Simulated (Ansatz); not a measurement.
# Run report: GaH3OF, molecular dynamics (part 5 of 5)

GaH3OF, multiplicity 2; UKS B3LYP/def2-SVP (Ansatz 0.2.0). It belongs to a series of runs on one base structure; here: dynamics from the highest image of the converged band.

Geometry of the input (Å):
```
Ga 0.1220  -0.1586  0.1796
H  0.0041  -0.6758  1.9105
H  1.4690  0.3442  -0.4186
O  -1.3432  -0.3554  -0.8217
H  -2.1589  -0.5548  -0.3441
F  -0.3434  0.5537  1.9878
```

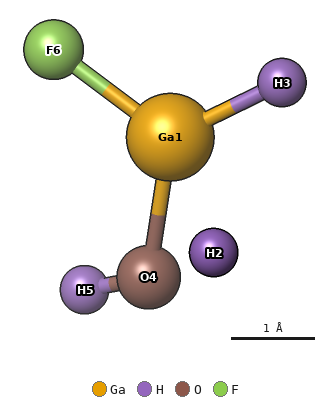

The geometry at step 175 of the log (ball-and-stick view, seen at a tilt; atoms are numbered from 1 in the order of the input).

### Trajectory as extended XYZ, continued
```
6
Properties=species:S:1:pos:R:3:forces:R:3 step=150 time_fs=75.0 energy=-57180.54611 temperature=287.3
Ga    0.1070   -0.1123    0.2162   -0.8314   0.4952   1.9665
H     0.4735   -2.8500    0.5042   -0.0203   0.0357   0.0171
H     1.5815   -0.4327   -0.0664    0.1258   0.0342  -0.1118
O    -1.3327   -0.4758   -0.7724   -0.1440   0.5377  -0.0505
H    -2.0974    0.1128   -0.6152    0.3745  -0.4163   0.0548
F    -0.3310    0.6064    1.8824    0.4954  -0.6866  -1.8762
6
Properties=species:S:1:pos:R:3:forces:R:3 step=151 time_fs=75.5 energy=-57180.54481 temperature=284.9
Ga    0.1070   -0.1125    0.2168   -1.0073   0.5356   1.9636
H     0.4747   -2.8633    0.4878   -0.0194   0.0350   0.0173
H     1.5736   -0.4252   -0.0621    0.2763  -0.0056  -0.1442
O    -1.3330   -0.4762   -0.7734   -0.1547   0.5595  -0.0290
H    -2.1012    0.1098   -0.6176    0.4193  -0.4378   0.0550
F    -0.3303    0.6076    1.8817    0.4857  -0.6867  -1.8627
6
Properties=species:S:1:pos:R:3:forces:R:3 step=153 time_fs=76.5 energy=-57180.54325 temperature=281.9
Ga    0.1069   -0.1127    0.2182   -1.3283   0.6008   1.9375
H     0.4769   -2.8897    0.4550   -0.0175   0.0339   0.0175
H     1.5602   -0.4103   -0.0548    0.5507  -0.0767  -0.2030
O    -1.3337   -0.4766   -0.7754   -0.0144   0.4849  -0.0135
H    -2.1059    0.1006   -0.6220    0.3465  -0.3611   0.0844
F    -0.3286    0.6098    1.8796    0.4631  -0.6818  -1.8229
6
Properties=species:S:1:pos:R:3:forces:R:3 step=155 time_fs=77.5 energy=-57180.54484 temperature=285.0
Ga    0.1067   -0.1128    0.2199   -1.5567   0.6369   1.8771
H     0.4789   -2.9158    0.4224   -0.0158   0.0333   0.0177
H     1.5521   -0.3962   -0.0495    0.7394  -0.1270  -0.2450
O    -1.3343   -0.4767   -0.7774    0.3062   0.2833  -0.0296
H    -2.1074    0.0880   -0.6256    0.0904  -0.1566   0.1451
F    -0.3267    0.6116    1.8767    0.4365  -0.6699  -1.7653
6
Properties=species:S:1:pos:R:3:forces:R:3 step=157 time_fs=78.5 energy=-57180.55091 temperature=296.9
Ga    0.1062   -0.1128    0.2219   -1.6416   0.6383   1.7768
H     0.4808   -2.9416    0.3899   -0.0141   0.0332   0.0178
H     1.5509   -0.3833   -0.0464    0.7934  -0.1490  -0.2614
O    -1.3348   -0.4766   -0.7794    0.6884   0.0421  -0.0605
H    -2.1081    0.0740   -0.6279   -0.2327   0.0858   0.2164
F    -0.3246    0.6131    1.8728    0.4066  -0.6504  -1.6890
6
Properties=species:S:1:pos:R:3:forces:R:3 step=159 time_fs=79.5 energy=-57180.56409 temperature=322.4
Ga    0.1055   -0.1128    0.2241   -1.5641   0.6065   1.6361
H     0.4826   -2.9670    0.3576   -0.0127   0.0334   0.0179
H     1.5573   -0.3717   -0.0458    0.6970  -0.1427  -0.2494
O    -1.3349   -0.4765   -0.7815    0.9515  -0.1159  -0.0790
H    -2.1109    0.0607   -0.6280   -0.4454   0.2412   0.2674
F    -0.3222    0.6142    1.8681    0.3737  -0.6225  -1.5930
6
Properties=species:S:1:pos:R:3:forces:R:3 step=160 time_fs=80.0 energy=-57180.57384 temperature=341.2
Ga    0.1050   -0.1127    0.2253   -1.4699   0.5804   1.5521
H     0.4834   -2.9796    0.3416   -0.0120   0.0335   0.0179
H     1.5631   -0.3665   -0.0465    0.5987  -0.1311  -0.2337
O    -1.3347   -0.4765   -0.7826    0.9888  -0.1331  -0.0753
H    -2.1138    0.0548   -0.6272   -0.4615   0.2553   0.2762
F    -0.3210    0.6147    1.8654    0.3560  -0.6051  -1.5372
6
Properties=species:S:1:pos:R:3:forces:R:3 step=162 time_fs=81.0 energy=-57180.59672 temperature=385.1
Ga    0.1040   -0.1125    0.2279   -1.2004   0.5141   1.3613
H     0.4850   -3.0046    0.3095   -0.0108   0.0338   0.0179
H     1.5786   -0.3569   -0.0493    0.3327  -0.0979  -0.1878
O    -1.3339   -0.4765   -0.7847    0.8529  -0.0384  -0.0365
H    -2.1228    0.0449   -0.6235   -0.2924   0.1512   0.2545
F    -0.3184    0.6154    1.8595    0.3180  -0.5629  -1.4093
6
Properties=species:S:1:pos:R:3:forces:R:3 step=164 time_fs=82.0 energy=-57180.61621 temperature=422.7
Ga    0.1028   -0.1123    0.2306   -0.8728   0.4360   1.1462
H     0.4865   -3.0292    0.2777   -0.0097   0.0339   0.0179
H     1.5972   -0.3483   -0.0540    0.0247  -0.0605  -0.1313
O    -1.3326   -0.4765   -0.7869    0.5323   0.1573   0.0323
H    -2.1346    0.0363   -0.6174    0.0497  -0.0565   0.1945
F    -0.3156    0.6158    1.8529    0.2758  -0.5103  -1.2595
6
Properties=species:S:1:pos:R:3:forces:R:3 step=166 time_fs=83.0 energy=-57180.62666 temperature=443.0
Ga    0.1016   -0.1120    0.2335   -0.5430   0.3518   0.9123
H     0.4879   -3.0536    0.2460   -0.0087   0.0338   0.0179
H     1.6162   -0.3402   -0.0599   -0.2702  -0.0279  -0.0740
O    -1.3310   -0.4765   -0.7890    0.2103   0.3368   0.1035
H    -2.1458    0.0272   -0.6094    0.3830  -0.2477   0.1279
F    -0.3127    0.6159    1.8456    0.2285  -0.4468  -1.0876
6
Properties=species:S:1:pos:R:3:forces:R:3 step=168 time_fs=84.0 energy=-57180.63126 temperature=452.1
Ga    0.1002   -0.1116    0.2366   -0.2507   0.2636   0.6628
H     0.4892   -3.0776    0.2145   -0.0077   0.0332   0.0178
H     1.6325   -0.3324   -0.0666   -0.5133  -0.0049  -0.0232
O    -1.3292   -0.4762   -0.7911    0.0399   0.4158   0.1505
H    -2.1535    0.0159   -0.6003    0.5563  -0.3356   0.0854
F    -0.3096    0.6158    1.8378    0.1753  -0.3721  -0.8933
6
Properties=species:S:1:pos:R:3:forces:R:3 step=169 time_fs=84.5 energy=-57180.63342 temperature=456.3
Ga    0.0995   -0.1114    0.2381   -0.1260   0.2183   0.5329
H     0.4898   -3.0894    0.1988   -0.0072   0.0327   0.0178
H     1.6390   -0.3285   -0.0700   -0.6079   0.0023  -0.0018
O    -1.3283   -0.4760   -0.7921    0.0365   0.4071   0.1593
H    -2.1554    0.0090   -0.5953    0.5584  -0.3299   0.0797
F    -0.3081    0.6157    1.8337    0.1463  -0.3305  -0.7878
6
Properties=species:S:1:pos:R:3:forces:R:3 step=171 time_fs=85.5 energy=-57180.63950 temperature=468.0
Ga    0.0981   -0.1110    0.2413    0.0732   0.1253   0.2647
H     0.4910   -3.1130    0.1675   -0.0062   0.0315   0.0177
H     1.6474   -0.3208   -0.0768   -0.7359   0.0079   0.0308
O    -1.3265   -0.4754   -0.7940    0.1933   0.3017   0.1425
H    -2.1553   -0.0070   -0.5849    0.3926  -0.2275   0.1046
F    -0.3049    0.6154    1.8252    0.0831  -0.2388  -0.5602
6
Properties=species:S:1:pos:R:3:forces:R:3 step=173 time_fs=86.5 energy=-57180.64679 temperature=482.1
Ga    0.0966   -0.1106    0.2445    0.2025   0.0300  -0.0112
H     0.4922   -3.1362    0.1364   -0.0053   0.0300   0.0175
H     1.6488   -0.3129   -0.0834   -0.7779   0.0021   0.0481
O    -1.3246   -0.4746   -0.7959    0.5019   0.1236   0.0864
H    -2.1516   -0.0252   -0.5735    0.0658  -0.0499   0.1702
F    -0.3017    0.6149    1.8165    0.0129  -0.1358  -0.3109
6
Properties=species:S:1:pos:R:3:forces:R:3 step=175 time_fs=87.5 energy=-57180.65353 temperature=495.2
Ga    0.0953   -0.1101    0.2476    0.2620  -0.0659  -0.2889
H     0.4933   -3.1591    0.1055   -0.0044   0.0281   0.0172
H     1.6429   -0.3051   -0.0895   -0.7321  -0.0140   0.0484
O    -1.3223   -0.4737   -0.7977    0.8058  -0.0407   0.0206
H    -2.1473   -0.0438   -0.5604   -0.2676   0.1143   0.2438
F    -0.2985    0.6144    1.8076   -0.0637  -0.0218  -0.0411
6
Properties=species:S:1:pos:R:3:forces:R:3 step=177 time_fs=88.5 energy=-57180.66062 temperature=508.9
Ga    0.0939   -0.1097    0.2508    0.2537  -0.1606  -0.5612
H     0.4943   -3.1818    0.0748   -0.0036   0.0261   0.0169
H     1.6299   -0.2974   -0.0951   -0.5999  -0.0394   0.0304
O    -1.3196   -0.4728   -0.7995    0.9162  -0.1022  -0.0055
H    -2.1454   -0.0614   -0.5450   -0.4206   0.1740   0.2725
F    -0.2953    0.6138    1.7986   -0.1458   0.1022   0.2468
6
Properties=species:S:1:pos:R:3:forces:R:3 step=178 time_fs=89.0 energy=-57180.66428 temperature=515.8
Ga    0.0933   -0.1095    0.2523    0.2255  -0.2069  -0.6932
H     0.4948   -3.1930    0.0595   -0.0032   0.0250   0.0167
H     1.6212   -0.2937   -0.0978   -0.5031  -0.0551   0.0144
O    -1.3180   -0.4724   -0.8004    0.8621  -0.0814   0.0100
H    -2.1459   -0.0696   -0.5363   -0.3929   0.1511   0.2558
F    -0.2938    0.6136    1.7942   -0.1885   0.1673   0.3963
6
Properties=species:S:1:pos:R:3:forces:R:3 step=180 time_fs=90.0 energy=-57180.66832 temperature=523.4
Ga    0.0920   -0.1091    0.2553    0.1272  -0.2974  -0.9460
H     0.4958   -3.2153    0.0289   -0.0025   0.0230   0.0163
H     1.6005   -0.2867   -0.1032   -0.2559  -0.0911  -0.0309
O    -1.3145   -0.4716   -0.8021    0.5592   0.0400   0.1010
H    -2.1495   -0.0850   -0.5172   -0.1524   0.0233   0.1570
F    -0.2907    0.6131    1.7855   -0.2756   0.3022   0.7026
6
Properties=species:S:1:pos:R:3:forces:R:3 step=182 time_fs=91.0 energy=-57180.66175 temperature=510.6
Ga    0.0907   -0.1088    0.2582   -0.0105  -0.3854  -1.1822
H     0.4968   -3.2374   -0.0014   -0.0018   0.0210   0.0158
H     1.5773   -0.2805   -0.1088    0.0421  -0.1307  -0.0908
O    -1.3107   -0.4708   -0.8039    0.1348   0.1951   0.2394
H    -2.1546   -0.1002   -0.4967    0.1986  -0.1403   0.0056
F    -0.2878    0.6128    1.7772   -0.3631   0.4403   1.0123
6
Properties=species:S:1:pos:R:3:forces:R:3 step=184 time_fs=92.0 energy=-57180.64322 temperature=475.0
Ga    0.0894   -0.1085    0.2610   -0.1536  -0.4726  -1.4037
H     0.4978   -3.2593   -0.0316   -0.0013   0.0192   0.0153
H     1.5545   -0.2756   -0.1153    0.3509  -0.1690  -0.1566
O    -1.3068   -0.4699   -0.8054   -0.2222   0.3009   0.3657
H    -2.1577   -0.1168   -0.4760    0.4739  -0.2558  -0.1367
F    -0.2851    0.6127    1.7694   -0.4478   0.5772   1.3161
6
Properties=species:S:1:pos:R:3:forces:R:3 step=186 time_fs=93.0 energy=-57180.61972 temperature=429.8
Ga    0.0881   -0.1082    0.2635   -0.2529  -0.5610  -1.6159
H     0.4987   -3.2810   -0.0617   -0.0008   0.0176   0.0148
H     1.5351   -0.2723   -0.1234    0.6154  -0.1998  -0.2145
O    -1.3030   -0.4688   -0.8068   -0.3860   0.3162   0.4283
H    -2.1565   -0.1357   -0.4567    0.5503  -0.2809  -0.2163
F    -0.2826    0.6130    1.7623   -0.5259   0.7079   1.6036
6
Properties=species:S:1:pos:R:3:forces:R:3 step=187 time_fs=93.5 energy=-57180.60881 temperature=408.8
Ga    0.0875   -0.1082    0.2647   -0.2694  -0.6060  -1.7207
H     0.4992   -3.2918   -0.0767   -0.0006   0.0168   0.0145
H     1.5274   -0.2714   -0.1281    0.7125  -0.2104  -0.2351
O    -1.3012   -0.4682   -0.8074   -0.3811   0.2891   0.4261
H    -2.1539   -0.1462   -0.4478    0.5000  -0.2588  -0.2227
F    -0.2815    0.6132    1.7590   -0.5614   0.7693   1.7379
6
Properties=species:S:1:pos:R:3:forces:R:3 step=189 time_fs=94.5 energy=-57180.59148 temperature=375.2
Ga    0.0861   -0.1081    0.2668   -0.2097  -0.6972  -1.9298
H     0.5001   -3.3132   -0.1065   -0.0002   0.0154   0.0141
H     1.5174   -0.2710   -0.1393    0.8069  -0.2187  -0.2499
O    -1.2978   -0.4668   -0.8084   -0.2175   0.1825   0.3520
H    -2.1454   -0.1689   -0.4315    0.2435  -0.1630  -0.1673
F    -0.2794    0.6140    1.7531   -0.6230   0.8809   1.9810
6
Properties=species:S:1:pos:R:3:forces:R:3 step=191 time_fs=95.5 energy=-57180.57970 temperature=352.4
Ga    0.0847   -0.1081    0.2688   -0.0152  -0.7864  -2.1358
H     0.5011   -3.3345   -0.1362    0.0001   0.0141   0.0136
H     1.5150   -0.2728   -0.1529    0.7533  -0.2079  -0.2217
O    -1.2944   -0.4653   -0.8091    0.0596   0.0475   0.2116
H    -2.1346   -0.1931   -0.4167   -0.1284  -0.0409  -0.0494
F    -0.2776    0.6152    1.7483   -0.6694   0.9736   2.1817
6
Properties=species:S:1:pos:R:3:forces:R:3 step=193 time_fs=96.5 energy=-57180.57201 temperature=337.6
Ga    0.0833   -0.1082    0.2704    0.2936  -0.8664  -2.3259
H     0.5020   -3.3557   -0.1658    0.0003   0.0130   0.0132
H     1.5197   -0.2765   -0.1686    0.5692  -0.1796  -0.1518
O    -1.2911   -0.4638   -0.8098    0.2770  -0.0572   0.0748
H    -2.1250   -0.2178   -0.4025   -0.4414   0.0475   0.0582
F    -0.2762    0.6169    1.7445   -0.6986   1.0427   2.3314
6
Properties=species:S:1:pos:R:3:forces:R:3 step=195 time_fs=97.5 energy=-57180.56809 temperature=329.9
Ga    0.0820   -0.1084    0.2717    0.6656  -0.9278  -2.4792
H     0.5029   -3.3767   -0.1953    0.0005   0.0119   0.0128
H     1.5298   -0.2819   -0.1857    0.3031  -0.1390  -0.0521
O    -1.2875   -0.4623   -0.8104    0.2667  -0.0929   0.0251
H    -2.1195   -0.2420   -0.3877   -0.5261   0.0628   0.0701
F    -0.2751    0.6192    1.7420   -0.7098   1.0849   2.4234
6
Properties=species:S:1:pos:R:3:forces:R:3 step=196 time_fs=98.0 energy=-57180.56698 temperature=327.7
Ga    0.0814   -0.1085    0.2722    0.8565  -0.9487  -2.5353
H     0.5034   -3.3872   -0.2100    0.0005   0.0115   0.0126
H     1.5362   -0.2851   -0.1945    0.1578  -0.1162   0.0034
O    -1.2857   -0.4616   -0.8106    0.1568  -0.0861   0.0465
H    -2.1186   -0.2539   -0.3801   -0.4630   0.0445   0.0266
F    -0.2747    0.6205    1.7411   -0.7087   1.0950   2.4462
6
Properties=species:S:1:pos:R:3:forces:R:3 step=198 time_fs=99.0 energy=-57180.56366 temperature=321.2
Ga    0.0802   -0.1089    0.2730    1.2145  -0.9667  -2.5953
H     0.5044   -3.4081   -0.2393    0.0006   0.0106   0.0121
H     1.5496   -0.2924   -0.2119   -0.1242  -0.0698   0.1149
O    -1.2820   -0.4602   -0.8112   -0.2155  -0.0496   0.1630
H    -2.1199   -0.2775   -0.3648   -0.1815  -0.0166  -0.1388
F    -0.2742    0.6236    1.7404   -0.6938   1.0922   2.4441
6
Properties=species:S:1:pos:R:3:forces:R:3 step=200 time_fs=100.0 energy=-57180.55699 temperature=308.4
Ga    0.0792   -0.1095    0.2734    1.5086  -0.9499  -2.5779
H     0.5053   -3.4288   -0.2684    0.0006   0.0098   0.0117
H     1.5618   -0.3003   -0.2283   -0.3625  -0.0269   0.2151
O    -1.2785   -0.4588   -0.8116   -0.6393  -0.0234   0.3081
H    -2.1229   -0.3012   -0.3508    0.1561  -0.0679  -0.3354
F    -0.2740    0.6272    1.7409   -0.6635   1.0583   2.3784
```
